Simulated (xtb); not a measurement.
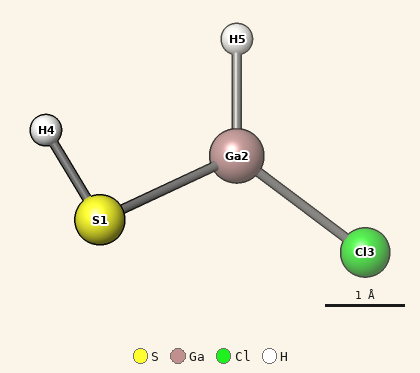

*The structure as given in the input (ball-and-stick view, seen at a tilt; atoms are numbered from 1 in the order of the input). Sticks mark near contacts.*

Bond lengths as drawn: Cl–Ga 2.08 Å, Ga–H 1.57 Å, Ga–S 2.22 Å and H–S 1.33 Å.

# Frequency calculation of GaH2SCl

System: GaH2SCl.
Method: GFN2-xTB (xtb 6.7.1).

The geometry was optimised with GFN2-xTB.

## Input (coord)
```
$coord
     -3.062679130181     -0.698518364707     -0.538269589338  s
      1.031677080478     -0.200235380165      0.246911615444  ga
      3.218468151895     -3.335291020919      1.147611778224  cl
     -3.453266622880      1.747070699478     -0.980994625816  h
      2.265800520688      2.486974066314      0.124740821487  h
$end
```

## File .CHRG
```
0
```

## File .UHF
```
0
```

## File input.inp
```
$hess
   step=0.0002
$end
```

Run on 1 thread of Intel Xeon (Sapphire Rapids), 16 GiB of memory available, shared host.

Command:
```bash
xtb coord --gfn2 --hess --input input.inp > run.log
```

## Log
```
* xtb version 6.7.1
   ID    Z sym.   atoms
    1   16 s      1
    2   31 ga     2
    3   17 cl     3
    4    1 h      4, 5

           -------------------------------------------------
          |                Calculation Setup                |
           -------------------------------------------------

          program call               : xtb coord --gfn2 --hess --input input.inp
          coordinate file            : coord
          omp threads                :                     1

           -------------------------------------------------
          |                 G F N 2 - x T B                 |
           -------------------------------------------------

      * Hamiltonian:
        H0-scaling (s, p, d)           1.850000    2.230000    2.230000
        zeta-weighting                 0.500000
      * Dispersion:
        s8                             2.700000
        a1                             0.520000
        a2                             5.000000
        s9                             5.000000
      * Repulsion:
        kExp                           1.500000    1.000000
        rExp                           1.000000
      * Coulomb:
        alpha                          2.000000
        third order                    shell-resolved
        anisotropic                    true
        a3                             3.000000
        a5                             4.000000
        cn-shift                       1.200000
        cn-exp                         4.000000
        max-rad                        5.000000

          ...................................................
          :                      SETUP                      :
          :.................................................:
          :  # basis functions                  32          :
          :  # atomic orbitals                  29          :
          :  # shells                           11          :
          :  # electrons                        18          :
          :  max. iterations                   250          :
          :  Hamiltonian                  GFN2-xTB          :
          :  restarted?                      false          :
          :  GBSA solvation                  false          :
          :  PC potential                    false          :
          :  electronic temp.          300.0000000     K    :
          :  accuracy                    1.0000000          :
          :  -> integral cutoff          0.2500000E+02      :
          :  -> integral neglect         0.1000000E-07      :
          :  -> SCF convergence          0.1000000E-05 Eh   :
          :  -> wf. convergence          0.1000000E-03 e    :
          :  Broyden damping             0.4000000          :
          :  net charge                          0          :
          :  unpaired electrons                  0          :
          ...................................................

 iter      E             dE          RMSdq      gap      omega  full diag
   1    -10.1006210 -0.101006E+02  0.197E+01    4.27       0.0  T
   2    -10.1244576 -0.238366E-01  0.120E+01    3.88       1.0  T
   3    -10.1248566 -0.399056E-03  0.159E+00    3.95       1.0  T
   4    -10.1253806 -0.523986E-03  0.550E-01    3.87       1.0  T
   5    -10.1254203 -0.396982E-04  0.266E-01    3.87       1.0  T
   6    -10.1254240 -0.371793E-05  0.545E-02    3.88       1.0  T
   7    -10.1254251 -0.105892E-05  0.301E-02    3.88       1.5  T
   8    -10.1254253 -0.194351E-06  0.254E-02    3.88       1.8  T
   9    -10.1254263 -0.100334E-05  0.147E-02    3.88       3.0  T
  10    -10.1254265 -0.214454E-06  0.802E-03    3.88       5.6  T
  11    -10.1254266 -0.586793E-07  0.223E-03    3.88      20.0  T
  12    -10.1254266 -0.154542E-08  0.354E-04    3.88     126.3  T
  13    -10.1254266 -0.676366E-10  0.152E-04    3.88     294.2  T

   *** convergence criteria satisfied after 13 iterations ***

         #    Occupation            Energy/Eh            Energy/eV
      -------------------------------------------------------------
         1        2.0000           -1.0739286             -29.2231
       ...           ...                  ...                  ...
         3        2.0000           -0.5879258             -15.9983
         4        2.0000           -0.5142797             -13.9943
         5        2.0000           -0.4620357             -12.5726
         6        2.0000           -0.4608369             -12.5400
         7        2.0000           -0.4598881             -12.5142
         8        2.0000           -0.4367198             -11.8837
         9        2.0000           -0.4152537             -11.2996 (HOMO)
        10                         -0.2725561              -7.4166 (LUMO)
        11                         -0.1883454              -5.1251
        12                         -0.1732921              -4.7155
        13                         -0.0841722              -2.2904
        14                         -0.0538195              -1.4645
       ...                                ...                  ...
        29                          1.4285563              38.8730
      -------------------------------------------------------------
                  HL-Gap            0.1426976 Eh            3.8830 eV
             Fermi-level           -0.3439049 Eh           -9.3581 eV

 SCC (total)                   0 d,  0 h,  0 min,  0.004 sec
 SCC setup                      ...        0 min,  0.000 sec (  1.792%)
 Dispersion                     ...        0 min,  0.000 sec (  0.473%)
 classical contributions        ...        0 min,  0.000 sec (  0.326%)
 integral evaluation            ...        0 min,  0.001 sec ( 17.803%)
 iterations                     ...        0 min,  0.002 sec ( 52.481%)
 molecular gradient             ...        0 min,  0.001 sec ( 25.324%)
 printout                       ...        0 min,  0.000 sec (  1.629%)

         :::::::::::::::::::::::::::::::::::::::::::::::::::::
         ::                     SUMMARY                     ::
         :::::::::::::::::::::::::::::::::::::::::::::::::::::
         :: total energy             -10.102950901018 Eh    ::
         :: gradient norm              0.000152198942 Eh/a0 ::
         :: HOMO-LUMO gap              3.883000602834 eV    ::
         ::.................................................::
         :: SCC energy               -10.125425912279 Eh    ::
         :: -> isotropic ES            0.017881696999 Eh    ::
         :: -> anisotropic ES         -0.000420479097 Eh    ::
         :: -> anisotropic XC          0.001039091766 Eh    ::
         :: -> dispersion             -0.003076002223 Eh    ::
         :: repulsion energy           0.022475011261 Eh    ::
         :: add. restraining           0.000000000000 Eh    ::
         :: total charge               0.000000000000 e     ::
         :::::::::::::::::::::::::::::::::::::::::::::::::::::

           -------------------------------------------------
          |                Numerical Hessian                |
           -------------------------------------------------
step length          :   0.00020
SCC accuracy         :   0.30000
Hessian scale factor :   1.00000
frozen atoms in %    :   0.00000    0
RMS gradient         :   0.00015
estimated CPU  time      0.00 min

writing file <hessian>.

 projected vibrational frequencies (cm⁻¹)
eigval :       -0.00    -0.00     0.00     0.00     0.00     0.00
eigval :      100.09   175.84   334.43   350.89   404.32   508.17
eigval :      602.13  1597.59  2381.92
           -------------------------------------------------
          |                Property Printout                |
           -------------------------------------------------

    * Orbital Energies and Occupations

         #    Occupation            Energy/Eh            Energy/eV
      -------------------------------------------------------------
         1        2.0000           -1.0739286             -29.2231
         2        2.0000           -0.7308770             -19.8882
         3        2.0000           -0.5879267             -15.9983
         4        2.0000           -0.5142799             -13.9943
         5        2.0000           -0.4620357             -12.5726
         6        2.0000           -0.4608369             -12.5400
         7        2.0000           -0.4598881             -12.5142
         8        2.0000           -0.4367198             -11.8838
         9        2.0000           -0.4152538             -11.2996 (HOMO)
        10                         -0.2725564              -7.4166 (LUMO)
        11                         -0.1883456              -5.1251
        12                         -0.1732924              -4.7155
        13                         -0.0841723              -2.2904
        14                         -0.0538196              -1.4645
        15                         -0.0474337              -1.2907
        16                         -0.0246288              -0.6702
        17                         -0.0043803              -0.1192
        18                         -0.0025427              -0.0692
        19                          0.0012271               0.0334
        20                          0.0052930               0.1440
       ...                                ...                  ...
        29                          1.4285562              38.8730
      -------------------------------------------------------------
                  HL-Gap            0.1426974 Eh            3.8830 eV
             Fermi-level           -0.3439051 Eh           -9.3581 eV

     #   Z          covCN         q      C6AA      α(0)
     1  16 s        1.786    -0.223   150.568    20.653
     2  31 ga       2.558     0.100   216.218    32.975
     3  17 cl       0.793    -0.070   101.211    15.390
     4   1 h        0.923     0.207     1.065     1.614
     5   1 h        0.901    -0.013     3.303     2.844

 Mol. C6AA /au·bohr⁶  :       1560.289760
 Mol. C8AA /au·bohr⁸  :      98285.400584
 Mol. α(0) /au        :         73.475626

Wiberg/Mayer (AO) data.
largest (>0.10) Wiberg bond orders for each atom

 ---------------------------------------------------------------------------
     #   Z sym  total        # sym  WBO       # sym  WBO       # sym  WBO
 ---------------------------------------------------------------------------
     1  16 s    2.316 --     2 ga   1.169     4 h    0.889     5 h    0.161
     2  31 ga   3.326 --     3 cl   1.359     1 s    1.169     5 h    0.734
     3  17 cl   1.565 --     2 ga   1.359     5 h    0.105
     4   1 h    0.957 --     1 s    0.889
     5   1 h    1.000 --     2 ga   0.734     1 s    0.161     3 cl   0.105
 ---------------------------------------------------------------------------

Topologies differ in total number of bonds
Writing topology from bond orders to xtbtopo.mol

molecular dipole:
                 x           y           z       tot (Debye)
 q only:       -0.184       0.698      -0.140
   full:        0.200       0.855      -0.082       2.242
molecular quadrupole (traceless):
                xx          xy          yy          xz          yz          zz
 q only:       -0.171      -1.602      -0.202       0.144      -0.269       0.372
  q+dip:       -2.299      -2.335       1.546      -0.282      -0.612       0.754
   full:       -3.536      -2.207       0.015      -1.195       0.056       3.522

           -------------------------------------------------
          |               Frequency Printout                |
           -------------------------------------------------
 projected vibrational frequencies (cm⁻¹)
eigval :       -0.00    -0.00     0.00     0.00     0.00     0.00
eigval :      100.09   175.84   334.43   350.89   404.32   508.17
eigval :      602.13  1597.59  2381.92
 reduced masses (amu)
   1: 38.70   2: 41.31   3: 46.34   4: 36.95   5: 51.41   6: 51.86   7: 43.39   8:  2.92
   9:  7.16  10: 39.00  11: 49.16  12:  1.98  13:  3.73  14:  1.95  15:  1.93
 IR intensities (km·mol⁻¹)
   1:  0.33   2:  0.37   3:  0.60   4:  0.03   5:  0.16   6:  3.99   7:  5.82   8: 37.87
Molecule has the following symmetry elements: (sigma)
It seems to be the Cs point group
   9: 43.67  10: 13.84  11: 76.66  12:295.77  13: 32.99  14:415.07  15: 64.63
 Raman intensities (Ä⁴*amu⁻¹)
   1:  0.00   2:  0.00   3:  0.00   4:  0.00   5:  0.00   6:  0.00   7:  0.00   8:  0.00
   9:  0.00  10:  0.00  11:  0.00  12:  0.00  13:  0.00  14:  0.00  15:  0.00
 output can be read by thermo (or use thermo option).
 writing <g98.out> molden fake output.
 recommended (thermochemical) frequency scaling factor: 1.0
           -------------------------------------------------
          |             Thermodynamic Functions             |
           -------------------------------------------------

cs  symmetry found (for desy threshold:  0.10E+00) used in thermo

          ...................................................
          :                      SETUP                      :
          :.................................................:
          :  # frequencies                           9      :
          :  # imaginary freq.                       0      :
          :  linear?                             false      :
          :  only rotor calc.                    false      :
          :  symmetry                               cs      :
          :  rotational number                       1      :
          :  scaling factor                  1.0000000      :
          :  rotor cutoff                   50.0000000 cm⁻¹ :
          :  imag. cutoff                  -20.0000000 cm⁻¹ :
          :.................................................:

    mode    ω/cm⁻¹     T·S(HO)/kcal·mol⁻¹    T·S(FR)/kcal·mol⁻¹   T·S(vib)
   ------------------------------------------------------------------------
       1    100.09    -1.02936 ( 94.14%)    -0.85067 (  5.86%)    -1.01888
       2    175.84    -0.70726 ( 99.35%)    -0.68387 (  0.65%)    -0.70711
   ------------------------------------------------------------------------

   temp. (K)  partition function   enthalpy   heat capacity  entropy
                                   cal/mol     cal/K/mol   cal/K/mol   J/K/mol
 298.15  VIB   9.43                 1731.125     10.715     10.230
         ROT  0.134E+06              888.752      2.981     26.435
         INT  0.126E+07             2619.878     13.696     36.665
         TR   0.159E+28             1481.254      4.968     40.687
         TOT                        4101.1317    18.6640    77.3515   323.6385

       T/K    H(0)-H(T)+PV         H(T)/Eh          T*S/Eh         G(T)/Eh
   ------------------------------------------------------------------------
    298.15    0.653557E-02    0.212420E-01    0.367522E-01   -0.155102E-01
   ------------------------------------------------------------------------

         :::::::::::::::::::::::::::::::::::::::::::::::::::::
         ::                  THERMODYNAMIC                  ::
         :::::::::::::::::::::::::::::::::::::::::::::::::::::
         :: total free energy         -10.118461074492 Eh   ::
         ::.................................................::
         :: total energy              -10.102950901032 Eh   ::
         :: zero point energy           0.014706433589 Eh   ::
         :: G(RRHO) w/o ZPVE           -0.030216607050 Eh   ::
         :: G(RRHO) contrib.           -0.015510173461 Eh   ::
         :::::::::::::::::::::::::::::::::::::::::::::::::::::

           -------------------------------------------------
          | TOTAL ENERGY              -10.102950901032 Eh   |
          | TOTAL ENTHALPY            -10.081708898084 Eh   |
          | TOTAL FREE ENERGY         -10.118461074492 Eh   |
          | GRADIENT NORM               0.000152016354 Eh/α |
          | HOMO-LUMO GAP               3.882994248907 eV   |
           -------------------------------------------------

------------------------------------------------------------------------
------------------------------------------------------------------------
 total:
 *  cpu-time:     0 d,  0 h,  0 min,  0.081 sec
 * ratio c/w:     1.000 speedup
 SCF:
 *  cpu-time:     0 d,  0 h,  0 min,  0.004 sec
 * ratio c/w:     1.000 speedup
 analytical hessian:
 *  cpu-time:     0 d,  0 h,  0 min,  0.070 sec
 * ratio c/w:     1.000 speedup
```

## File vibspectrum
```
$vibrational spectrum
#  mode     symmetry     wave number   IR intensity    selection rules
#                         cm**(-1)      (km*mol⁻¹)        IR
     1                      -0.00         0.00000          -
     2                      -0.00         0.00000          -
     3                       0.00         0.00000          -
     4                       0.00         0.00000          -
     5                       0.00         0.00000          -
     6                       0.00         0.00000          -
     7        a            100.09         5.81525         YES
     8        a            175.84        37.86709         YES
     9        a            334.43        43.66737         YES
    10        a            350.89        13.83906         YES
    11        a            404.32        76.66041         YES
    12        a            508.17       295.77385         YES
    13        a            602.13        32.99208         YES
    14        a           1597.59       415.07277         YES
    15        a           2381.92        64.63472         YES
$end
```

## Standard error
```
normal termination of xtb
```

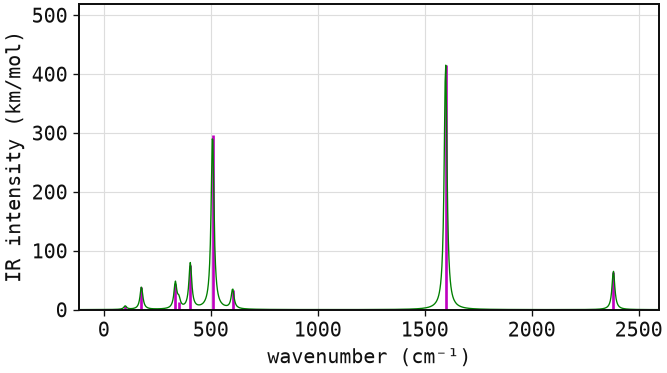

*Harmonic infrared spectrum, unscaled: sticks (degenerate modes added up, dark ones marked on the axis) with a Lorentzian envelope of 16 cm⁻¹ full width, scaled to the tallest stick.*

9 modes from 100 to 2382 cm⁻¹, none imaginary. The strongest line is at 1598 cm⁻¹ (415 km/mol). All modes, in cm⁻¹ (km/mol): 100 (5.8), 176 (38), 334 (44), 351 (13.8), 404 (77), 508 (296), 602 (33), 1598 (415), 2382 (65).

## Key numbers

```csv
quantity,value
outcome,converged
electrons treated,18
total energy,−10.102951 hartree
dispersion energy,−0.003076 hartree
basis functions,32
HOMO,−11.30 eV
LUMO,−7.42 eV
zero-point energy,0.014706 hartree
dipole moment,2.24 D
"wavenumbers, lowest and highest",100 and 2382 cm⁻¹
peak memory,0.071 GiB
```
